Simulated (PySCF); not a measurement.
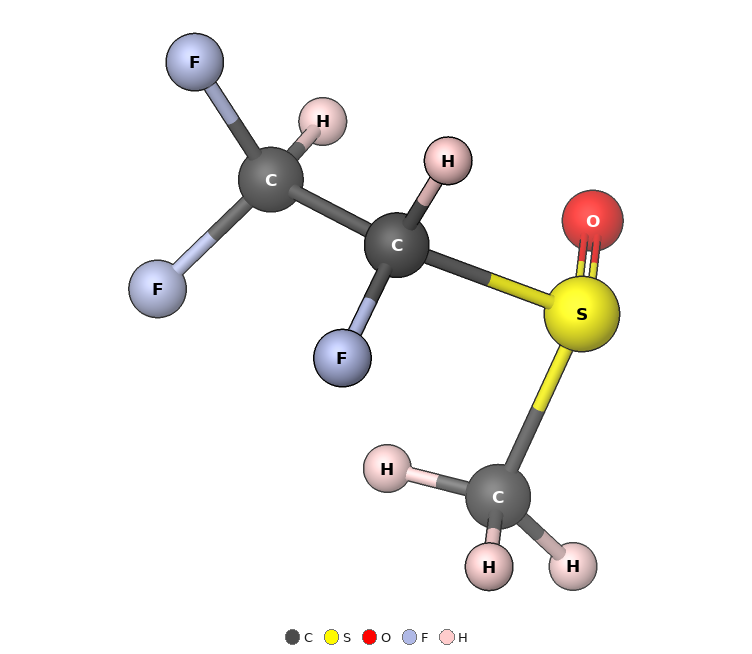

Orthographic view. Distant atoms are faded towards the background colour. Geometry: a frame of a GFN2-xTB molecular-dynamics simulation, not a minimum.

Write the InChI string.

Answer. InChI=1S/C3H5F3OS/c1-8(7)3(6)2(4)5/h2-3H,1H3/t3-,8+/m0/s1
